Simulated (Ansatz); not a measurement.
# Nudged elastic band, with input and output: CH₇ClOSi₂ (part 1 of 2)

The run: nudged elastic band of CH₇ClOSi₂. Method and program: RKS LDA/6-31G (Ansatz 0.2.0).

It belongs to a series of runs on one base structure; here: band between the two ends. Figures and captions count atoms from 1; the log counts them from 0 in places.

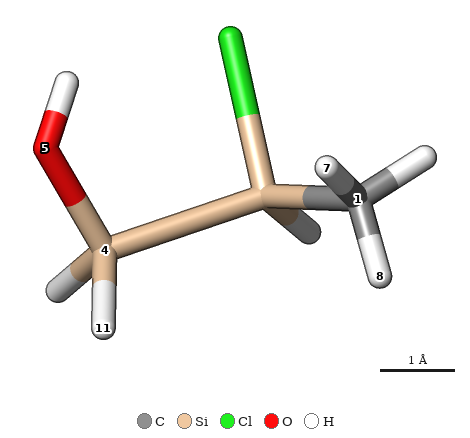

The input geometry (stick view, seen at a tilt; atoms are numbered from 1 in the order of the input). Bond lengths as drawn: Cl–Si 2.22 Å, C–H 1.10 to 1.11 Å, C–Si 1.89 Å, H–O 0.99 Å, H–Si 1.51 to 1.52 Å, O–Si 1.73 Å and Si–Si 2.36 Å.

Input file
```yaml
crystal:
  periodic: [false, false, false]
  atoms:
    - { symbol: C, position_ang: [-1.302509, -0.469647, 1.420015] }
    - { symbol: Si, position_ang: [0.382704, -0.566118, 0.578745] }
    - { symbol: Cl, position_ang: [1.60155, 1.098765, 1.406951] }
    - { symbol: Si, position_ang: [0.483977, 0.054612, -1.696994] }
    - { symbol: O, position_ang: [0.707184, 1.771524, -1.68636] }
    - { symbol: H, position_ang: [-1.192844, -0.558191, 2.515298] }
    - { symbol: H, position_ang: [-1.794629, 0.49134, 1.188653] }
    - { symbol: H, position_ang: [-1.949511, -1.293069, 1.061557] }
    - { symbol: H, position_ang: [1.129159, -1.830027, 0.96156] }
    - { symbol: H, position_ang: [1.622288, -0.7006, -2.36666] }
    - { symbol: H, position_ang: [-0.812111, -0.209666, -2.430857] }
    - { symbol: H, position_ang: [1.20184, 2.155879, -0.917808] }
basis:
  gaussian: { orbitals: "6-31G" }
hamiltonian:
  xc: lda
neb:
  order_check: false
  images: 7
  f_tol: 0.03
  max_iterations: 25
  final_atoms:
    - { symbol: C, position_ang: [-1.41824977, -0.5690148, 1.51691526] }
    - { symbol: Si, position_ang: [0.16005444, -0.60524446, 0.47106198] }
    - { symbol: Cl, position_ang: [1.22758236, 1.39112651, 0.9477927] }
    - { symbol: Si, position_ang: [0.00803838, -0.52381504, -1.95638619] }
    - { symbol: O, position_ang: [1.45503579, 0.79737753, -1.88035258] }
    - { symbol: H, position_ang: [-1.18112518, -0.41982907, 2.58473524] }
    - { symbol: H, position_ang: [-2.07975873, 0.24463212, 1.17302359] }
    - { symbol: H, position_ang: [-1.95680999, -1.53024681, 1.40945288] }
    - { symbol: H, position_ang: [1.15287215, -1.56454814, 1.11687875] }
    - { symbol: H, position_ang: [2.17927164, 0.79911712, -2.53762706] }
    - { symbol: H, position_ang: [-1.06950591, 0.61073608, -1.8002046] }
    - { symbol: H, position_ang: [1.59969281, 1.31451096, -1.01118996] }
  initial_path:
    images:
      - { positions_ang: [[-1.302509, -0.469647, 1.420015], [0.382704, -0.566118, 0.578745], [1.60155, 1.098765, 1.406951], [0.483977, 0.054612, -1.696994], [0.707184, 1.771524, -1.68636], [-1.192844, -0.558191, 2.515298], [-1.794629, 0.49134, 1.188653], [-1.949511, -1.293069, 1.061557], [1.129159, -1.830027, 0.96156], [1.622288, -0.7006, -2.36666], [-0.812111, -0.209666, -2.430857], [1.20184, 2.155879, -0.917808]] }
      - { positions_ang: [[-1.27525475, -0.4492316, 1.40713776], [0.41024277, -0.58173835, 0.6321728], [1.63074918, 0.96801311, 1.52426355], [0.55426491, 0.017424, -1.63705311], [0.62574772, 1.70193771, -1.70535502], [-1.23363642, -0.55746914, 2.48915875], [-1.72694398, 0.54280734, 1.19233147], [-1.93793852, -1.21125851, 0.99540153], [1.07420529, -1.87532124, 0.99536975], [1.44916695, -0.37170233, -2.39946142], [-0.67630561, -0.3875879, -2.38248978], [1.18280045, 2.14892891, -1.07737629]] }
      - { positions_ang: [[-1.24800051, -0.4288162, 1.39426053], [0.43778154, -0.5973587, 0.6856006], [1.65994836, 0.83726123, 1.64157611], [0.62455282, -0.01976399, -1.57711222], [0.54431143, 1.63235142, -1.72435004], [-1.27442884, -0.55674728, 2.4630195], [-1.65925895, 0.59427467, 1.19600993], [-1.92636604, -1.12944802, 0.92924607], [1.01925159, -1.92061547, 1.0291795], [1.2760459, -0.04280467, -2.43226284], [-0.54050022, -0.56550981, -2.33412255], [1.16376091, 2.14197882, -1.23694457]] }
      - { positions_ang: [[-1.22074626, -0.4084008, 1.38138329], [0.46532031, -0.61297905, 0.73902839], [1.68914754, 0.70650934, 1.75888866], [0.69484073, -0.05695199, -1.51717133], [0.46287515, 1.56276513, -1.74334506], [-1.31522126, -0.55602542, 2.43688025], [-1.59157393, 0.64574201, 1.1996884], [-1.91479356, -1.04763753, 0.8630906], [0.96429788, -1.96590971, 1.06298925], [1.10292485, 0.286093, -2.46506426], [-0.40469482, -0.74343171, -2.28575533], [1.14472136, 2.13502874, -1.39651286]] }
      - { positions_ang: [[-1.19349201, -0.3879854, 1.36850605], [0.49285909, -0.62859941, 0.79245619], [1.71834672, 0.57575745, 1.87620121], [0.76512864, -0.09413998, -1.45723044], [0.38143887, 1.49317884, -1.76234009], [-1.35601368, -0.55530357, 2.410741], [-1.52388891, 0.69720935, 1.20336686], [-1.90322107, -0.96582704, 0.79693513], [0.90934418, -2.01120394, 1.096799], [0.9298038, 0.61499066, -2.49786568], [-0.26888943, -0.92135362, -2.2373881], [1.12568182, 2.12807865, -1.55608115]] }
      - { positions_ang: [[-1.24968145, -0.43324275, 1.40560835], [0.40965792, -0.62276067, 0.71210764], [1.59565563, 0.77959972, 1.64409908], [0.57585607, -0.20155875, -1.58201938], [0.6498381, 1.31922851, -1.79184321], [-1.31229155, -0.52143494, 2.45423956], [-1.66285636, 0.58406504, 1.19578105], [-1.9166183, -1.10693198, 0.95006457], [0.97022617, -1.89953999, 1.10181894], [1.24217076, 0.66102228, -2.50780602], [-0.46904355, -0.53833119, -2.12809223], [1.24418457, 1.92468673, -1.41985835]] }
      - { positions_ang: [[-1.30587089, -0.4785001, 1.44271066], [0.32645676, -0.61692193, 0.63175909], [1.47296454, 0.98344198, 1.41199695], [0.38658351, -0.30897751, -1.70680832], [0.91823733, 1.14527818, -1.82134633], [-1.26856943, -0.48756632, 2.49773812], [-1.80182382, 0.47092073, 1.18819523], [-1.93001553, -1.24803692, 1.10319401], [1.03110816, -1.78787604, 1.10683888], [1.55453772, 0.70705389, -2.51774637], [-0.66919767, -0.15530877, -2.01879635], [1.36268732, 1.72129481, -1.28363555]] }
      - { positions_ang: [[-1.36206033, -0.52375745, 1.47981296], [0.2432556, -0.61108319, 0.55141053], [1.35027345, 1.18728424, 1.17989483], [0.19731094, -0.41639628, -1.83159726], [1.18663656, 0.97132786, -1.85084946], [-1.22484731, -0.4536977, 2.54123668], [-1.94079127, 0.35777643, 1.18060941], [-1.94341276, -1.38914187, 1.25632345], [1.09199016, -1.67621209, 1.11185881], [1.86690468, 0.7530855, -2.52768671], [-0.86935179, 0.22771366, -1.90950047], [1.48119007, 1.51790288, -1.14741275]] }
      - { positions_ang: [[-1.41824977, -0.5690148, 1.51691526], [0.16005444, -0.60524446, 0.47106198], [1.22758236, 1.39112651, 0.9477927], [0.00803838, -0.52381504, -1.95638619], [1.45503579, 0.79737753, -1.88035258], [-1.18112518, -0.41982907, 2.58473524], [-2.07975873, 0.24463212, 1.17302359], [-1.95680999, -1.53024681, 1.40945288], [1.15287215, -1.56454814, 1.11687875], [2.17927164, 0.79911712, -2.53762706], [-1.06950591, 0.61073608, -1.8002046], [1.59969281, 1.31451096, -1.01118996]] }
```

Launch command:
```bash
ansatz run input.yaml --threads 1 --pin off --max-ram 2048MiB --backend cpu --events-out ev --progress --plain --runs-dir out
```

What the program printed
```
Engine: ansatz 0.2.0, x86_64-unknown-linux-gnu
Functional definition: SPW92
  exchange = slater_x
  correlation = pw_c
912 factors; integrals over basis functions are off by at most 1.7e-4 eV
mean field evaluation 1: about -31333.3629 eV, gradient 7.2e1 eV
mean field evaluation 2: about -31229.2653 eV, gradient 1.9e2 eV
mean field evaluation 4: about -31343.6244 eV, gradient 1.5e1 eV
mean field evaluation 8: about -31344.1030 eV, gradient 4.4e-1 eV
mean field evaluation 16: about -31344.1036 eV, gradient 2.1e-5 eV
mean field -31344.10363726 eV, -1151.8745628728 hartree, gradient 2.0e-5 eV, S^2 0.000000; 0 other end points of the search recorded, 0 dependent functions left out
the calculation of the forces begins
reference -31344.10367360 eV, -1151.8745642084 hartree; 33, 33 occupied and 38, 38 virtual orbitals, 912 factors
912 factors; integrals over basis functions are off by at most 1.9e-4 eV
mean field evaluation 32: about -31343.2039 eV, gradient 2.3e-5 eV
mean field -31343.20386991 eV, -1151.8414970326 hartree, gradient 2.4e-5 eV, S^2 0.000000; 0 other end points of the search recorded, 0 dependent functions left out
[... from here on the field's lines of each further geometry are left out, up to the last ...]
NEB iter   1: max|band force component| = 1.703e1 eV/Å  barrier→ = 7.1633 eV  barrier← = 6.2636 eV  Δτ_max = 0.1974 Å  (233 SCF iters)
NEB iter   2: max|band force component| = 6.693e0 eV/Å  barrier→ = 3.6885 eV  barrier← = 2.7888 eV  Δτ_max = 0.1992 Å  (193 SCF iters)
NEB iter   3: max|band force component| = 3.062e0 eV/Å  barrier→ = 2.6403 eV  barrier← = 1.7405 eV  Δτ_max = 0.2000 Å  (191 SCF iters)
NEB iter   4: max|band force component| = 1.449e0 eV/Å  barrier→ = 2.3202 eV  barrier← = 1.4204 eV  Δτ_max = 0.1977 Å  (193 SCF iters)
NEB iter   5: max|band force component| = 1.333e0 eV/Å  barrier→ = 2.2390 eV  barrier← = 1.3393 eV  Δτ_max = 0.1973 Å  (188 SCF iters)
NEB iter   6: max|band force component| = 1.533e0 eV/Å  barrier→ = 2.2221 eV  barrier← = 1.3224 eV  Δτ_max = 0.1801 Å  (193 SCF iters)
NEB iter   7: max|band force component| = 1.397e0 eV/Å  barrier→ = 2.2059 eV  barrier← = 1.3062 eV  Δτ_max = 0.1994 Å  (189 SCF iters)
NEB iter   8: max|band force component| = 1.686e0 eV/Å  barrier→ = 2.1703 eV  barrier← = 1.2706 eV  Δτ_max = 0.2000 Å  (187 SCF iters)
NEB iter   9: max|band force component| = 2.102e0 eV/Å  barrier→ = 2.0087 eV  barrier← = 1.1089 eV  Δτ_max = 0.2000 Å  (187 SCF iters)
NEB iter  10: max|band force component| = 2.239e0 eV/Å  barrier→ = 1.8430 eV  barrier← = 0.9432 eV  Δτ_max = 0.1709 Å  (190 SCF iters)
NEB iter  11: max|band force component| = 1.814e0 eV/Å  barrier→ = 1.8465 eV  barrier← = 0.9467 eV  Δτ_max = 0.1357 Å  (190 SCF iters)
NEB iter  12: max|band force component| = 1.582e0 eV/Å  barrier→ = 1.8529 eV  barrier← = 0.9532 eV  Δτ_max = 0.1912 Å  (189 SCF iters)
NEB iter  13: max|band force component| = 1.165e0 eV/Å  barrier→ = 1.8909 eV  barrier← = 0.9911 eV  Δτ_max = 0.1972 Å  (190 SCF iters)
NEB iter  14: max|band force component| = 7.017e-1 eV/Å  barrier→ = 2.1329 eV  barrier← = 1.2331 eV  CI = image 5  Δτ_max = 0.1990 Å  (190 SCF iters)
NEB iter  15: max|band force component| = 4.915e-1 eV/Å  barrier→ = 2.2069 eV  barrier← = 1.3072 eV  CI = image 5  Δτ_max = 0.0401 Å  (185 SCF iters)
NEB iter  16: max|band force component| = 1.853e-1 eV/Å  barrier→ = 2.2018 eV  barrier← = 1.3020 eV  CI = image 5  Δτ_max = 0.0381 Å  (184 SCF iters)
NEB iter  17: max|band force component| = 1.153e-1 eV/Å  barrier→ = 2.1996 eV  barrier← = 1.2998 eV  CI = image 5  Δτ_max = 0.0408 Å  (180 SCF iters)
NEB iter  18: max|band force component| = 1.257e-1 eV/Å  barrier→ = 2.1991 eV  barrier← = 1.2993 eV  CI = image 5  Δτ_max = 0.0204 Å  (184 SCF iters)
NEB iter  19: max|band force component| = 5.703e-2 eV/Å  barrier→ = 2.1982 eV  barrier← = 1.2985 eV  CI = image 5  Δτ_max = 0.0192 Å  (153 SCF iters)
NEB iter  20: max|band force component| = 3.049e-2 eV/Å  barrier→ = 2.1980 eV  barrier← = 1.2982 eV  CI = image 5  Δτ_max = 0.0295 Å  (158 SCF iters)
the calculation of the forces begins
reference -31343.12715119 eV, -1151.8386776714 hartree; 33, 33 occupied and 38, 38 virtual orbitals, 912 factors
912 factors; integrals over basis functions are off by at most 1.8e-4 eV
mean field -31341.90578838 eV, -1151.7937934163 hartree, gradient 2.7e-5 eV, S^2 0.000000; 1 other end points of the search recorded, 0 dependent functions left out
the calculation of the forces begins
reference -31341.90582305 eV, -1151.7937946903 hartree; 33, 33 occupied and 38, 38 virtual orbitals, 912 factors
NEB iter  21: max|band force component| = 2.259e-2 eV/Å  barrier→ = 2.1978 eV  barrier← = 1.2981 eV  CI = image 5  Δτ_max = 0.0000 Å  (351 SCF iters)
```
